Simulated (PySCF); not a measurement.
## EPR calculation of C₃H₂F₂N₂S₂ (charge +1)

- system: C₃H₂F₂N₂S₂, charge +1, multiplicity 2, SMILES FC(F)[S+]c1cnsn1
- method: UKS B3LYP, pcH-1 on C F H N S, non-relativistic, mean-field spin-orbit, GIAO (PySCF 2.14.0)

It belongs to a series of runs on one base structure; here: electron removed.

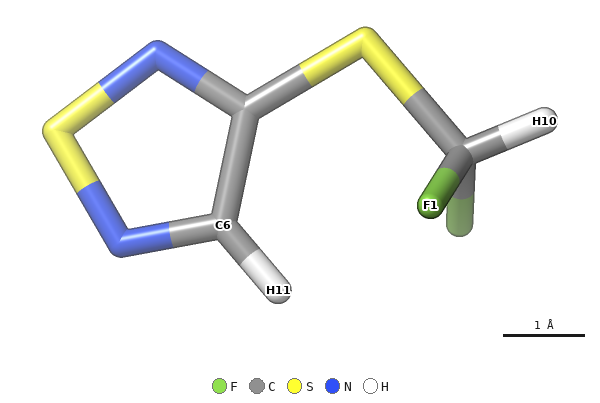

Figure 1. The structure (stick view, seen at a tilt; atoms are numbered from 1 in the order of the input).

Key numbers

| quantity | value |
| --- | --- |
| outcome | converged |
| total energy | −1220.740699 hartree |
| ⟨S²⟩ | 0.758 |
| isotropic g | 2.0089 |
| hardware | 1 CPU thread, shared host |
| wall time | 98 s |
| peak memory | 1 GiB |

Input
```
{"job": {"kind": "epr", "basis": "pcH-1"}, "charge": 1, "multiplicity": 2}
F      1.482659    -1.541356     0.393767
C      1.958876    -0.360804     0.012458
F      1.739269    -0.220133    -1.290681
S      1.020600     0.994930     0.930769
C     -0.581311     0.665817     0.431346
C     -1.128886    -0.353588    -0.452176
N     -2.409575    -0.244109    -0.561128
S     -2.961319     1.009067     0.340461
N     -1.547564     1.453792     0.903211
H      3.029515    -0.274677     0.244373
H     -0.596838    -1.126269    -0.978364
```

The first line tells a small driver script what to run in PySCF; the rest is the geometry in Å.

Run as:
```bash
OMP_NUM_THREADS=1 python <driver script> task.json out
```

The program's output
```
UKS, coarse grid
  cycle   1  E = -1220.59868711  |g| = 6.38e-01
  cycle   2  E = -1220.39945667  |g| = 1.02e+00
  cycle   3  E = -1220.73706544  |g| = 9.76e-02
  cycle   4  E = -1220.73917819  |g| = 5.43e-02
  cycle   5  E = -1220.74042183  |g| = 2.35e-02
  cycle   6  E = -1220.74067603  |g| = 6.82e-03
  cycle   7  E = -1220.74069569  |g| = 3.63e-03
  cycle   8  E = -1220.74070344  |g| = 1.36e-03
  cycle   9  E = -1220.74070297  |g| = 6.51e-04
UKS, final grid
  cycle   1  E = -1220.74069867  |g| = 1.06e-03
  cycle   2  E = -1220.74069740  |g| = 2.02e-03
  cycle   3  E = -1220.74069922  |g| = 2.18e-04
  cycle   4  E = -1220.74069925  |g| = 8.73e-05
  cycle   5  E = -1220.74069926  |g| = 7.61e-05
  cycle   6  E = -1220.74069927  |g| = 2.45e-05
E = -1220.74069927 Eh   <S^2> = 0.7578 (exact 0.7500)
g shifts (ppm)      1          2          3
  rmc          -241       -241       -241
  gc             -2         54         59
  oz_so         580       7572      12097
  total         338       7385      11915
hyperfine (MHz)  atom isotope    a_iso     a_fc   dipolar eigenvalues
    0   19F       6.29       6.43    -20.46    -17.28     37.75
    1   13C      -6.88      -6.86     -0.78      0.24      0.54
    2   19F       6.53       6.67    -20.58    -17.43     38.01
    3   33S      19.03      19.24    -52.87    -49.49    102.36
    4   13C      -0.36      -0.78    -11.56     -9.89     21.45
    5   13C       9.32       9.50    -12.29    -10.64     22.93
    6   14N      -1.87      -1.78     -3.55      1.42      2.13
    7   33S      11.72      12.08    -32.02    -30.11     62.13
    8   14N       1.52       1.38     -3.52     -3.01      6.53
    9    1H      -2.42      -2.42     -2.94     -1.69      4.63
   10    1H     -11.37     -11.36     -5.19     -2.12      7.31
```

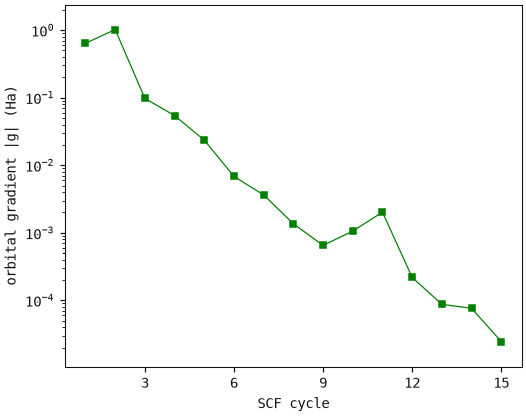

Figure 2. Convergence of the self-consistent field: orbital gradient |g| against the SCF cycle. All cycles printed in the log are drawn one after another.

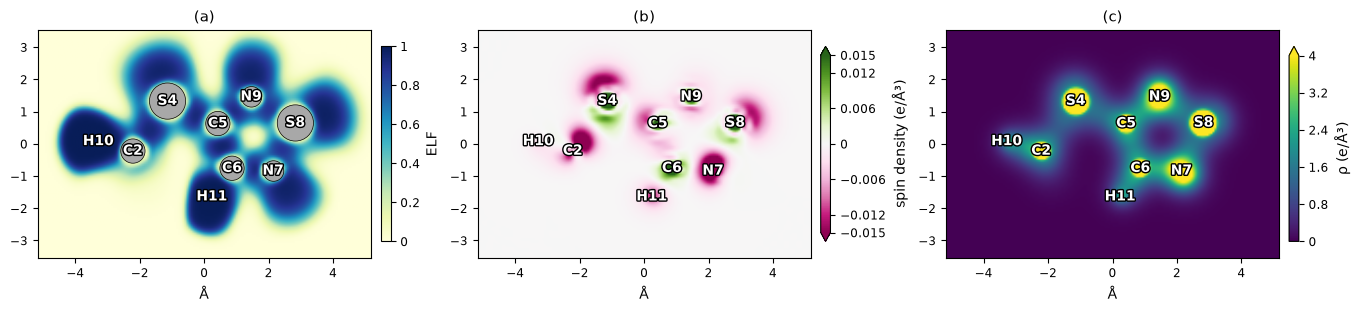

Figure 3. (a) electron localisation function; (b) spin density; (c) electron density on the plane of atoms C5, C6 and H11. Grey discs, where drawn, cover atomic cores. The section cuts through C, S, N and H sites. C–N (1.29 Å): ρ at the midpoint is about 2.7 e/Å³; the ELF peaks at about 0.90 between the atoms (a double or triple bond). C–C (1.46 Å): ρ at the midpoint is about 1.9 e/Å³; the ELF peaks at about 0.95 between the atoms (a shared electron pair). S–N (1.59 Å): ρ at the midpoint is about 1.8 e/Å³; the ELF peaks at about 0.85 between the atoms (localised, shared-pair bonding). C–S (1.71 Å): ρ is about 1.5 e/Å³ halfway; the ELF peaks at about 0.95 between the atoms, which marks a covalent bond. The unpaired spin (1 electron) lies mostly on S4 (about 0.5), S8 (about 0.3), C6 (about 0.1) and C5 (about 0.1), in electrons by Hirshfeld's partition.

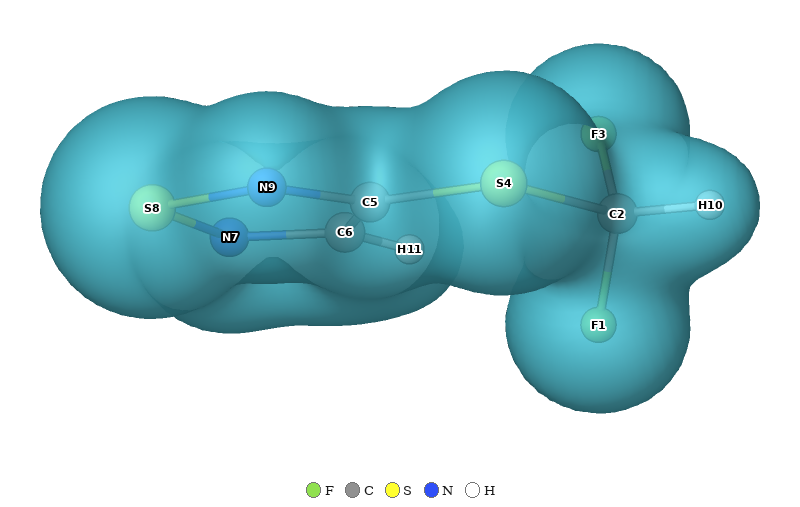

Figure 4. Isosurface of the electron density at 0.2 e/Å³ (cyan), seen from the side. At this value the surface is in one piece. On the grid the lowest density along these lines, outside the cores, is 2.5 e/Å³ (C–N, 1.29 Å), 1.9 e/Å³ (C–F, 1.33 Å), 1.9 e/Å³ (C–C, 1.46 Å) and 1.6 e/Å³ (S–N, 1.59 Å).
